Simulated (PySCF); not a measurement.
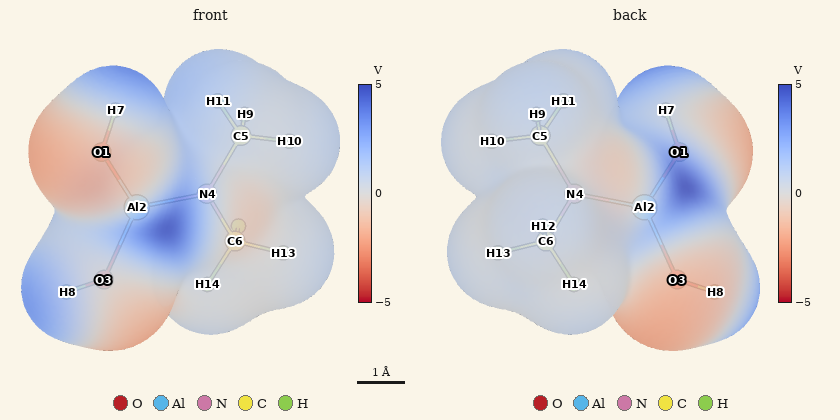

*C$_{2}$H$_{8}$AlNO$_{2}$ (SMILES C[N](C)[Al]([OH])[OH]). The electrostatic potential painted on the density surface at 0.004 e/bohr³, seen from the front and from behind; red is negative and blue positive.*

Geometry: PBE0-D3(BJ)/def2-SVP.

Theory: PBE0/pcSseg-1, SCF density, gas phase, non-relativistic in PySCF 2.14.0.

```xyz
14

O    -0.8189   -2.5020    0.6610
Al    0.3492   -1.2947    0.3994
O     1.9945   -1.6554    0.6224
N    -0.0538    0.3582   -0.1058
C    -1.3921    0.8341   -0.3270
C     0.9592    1.3573   -0.3364
H    -1.7679   -2.4239    0.5701
H     2.3191   -2.5111    0.9036
H    -1.5481    1.1841   -1.3681
H    -1.6513    1.6841    0.3371
H    -2.1309    0.0386   -0.1381
H     0.9387    1.7365   -1.3784
H     0.8339    2.2369    0.3273
H     1.9618    0.9423   -0.1531
```

Describe the electrostatic potential map.

Answer. The most negative region (about −1.9 V) lies over O1 and O3, the most positive (about +4.3 V) over Al2.
